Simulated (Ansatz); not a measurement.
Input

```
crystal:
  periodic: [false, false, false]
  atoms:
    - symbol: F
      position_ang: [-3.056122, 1.622957, -0.904182]
    - symbol: O
      position_ang: [-0.631947, 0.892251, -1.364489]
    - symbol: Si
      position_ang: [-1.971685, 1.939420, -2.028796]
    - symbol: Si
      position_ang: [1.116257, 0.728772, -1.859416]
    - symbol: H
      position_ang: [-1.397225, 3.312651, -1.923398]
    - symbol: H
      position_ang: [-0.936758, 0.315375, -0.631194]
    - symbol: H
      position_ang: [1.864217, 1.224605, -0.694046]
    - symbol: H
      position_ang: [1.124285, 1.613174, -3.035536]
    - symbol: H
      position_ang: [1.265097, -0.706348, -2.144850]
basis:
  gaussian:
    orbitals: def2-TZVPD
magnetization:
  spin_polarized: true
  initial_magnetization: 1
hamiltonian:
  xc: pbe0
output: {forces: true, orbitals: {seedname: orbitals}}
total_charge: 1
```

Launched as:

```sh
ansatz run input.yaml --threads 1 --pin off --max-ram 2610MiB --events-out events.jsonl --progress --plain --runs-dir runs
```

Geometry: B3LYP/6-31G*.

Theory: isolated molecule in a Gaussian basis; Kohn-Sham density functional theory, functional PBE0 in Ansatz 0.2.0.

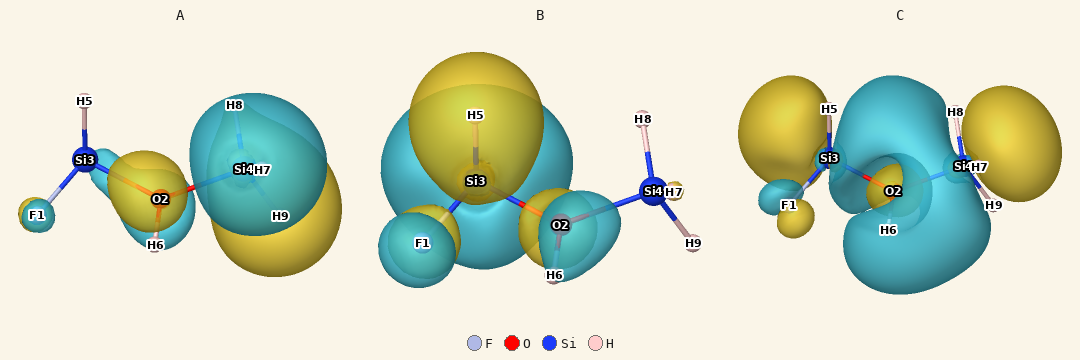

FH$_{5}$OSi$_{2}$ (SMILES F[SiH][OH+][SiH3]) (charge +1, doublet). Three frontier orbitals at ±0.06 Å⁻³ᐟ² (yellow and cyan are the two phases), in no order.

Question: Which picture is the HOMO−1, the HOMO and the LUMO? All are α orbitals.

Answer: A is the HOMO−1 (α) (−15.13 eV). It lies mainly on Si4 (about 40 %), H7 (about 25 %), H9 (about 25 %) and O2 (about 10 %). B is the HOMO (α) (−12.42 eV). By Hirshfeld shares it lies mainly on Si3 (about 70 %), H5 (about 15 %), F1 (about 5 %) and O2 (about 5 %). C is the LUMO (α) (−6.29 eV). Its weight (Hirshfeld) is mainly on Si4 (about 30 %), Si3 (about 30 %), O2 (about 10 %) and H6 (about 10 %).

Question: What is the gap between the highest occupied and lowest empty α orbitals?

Answer: 6.13 eV between the orbital energies.
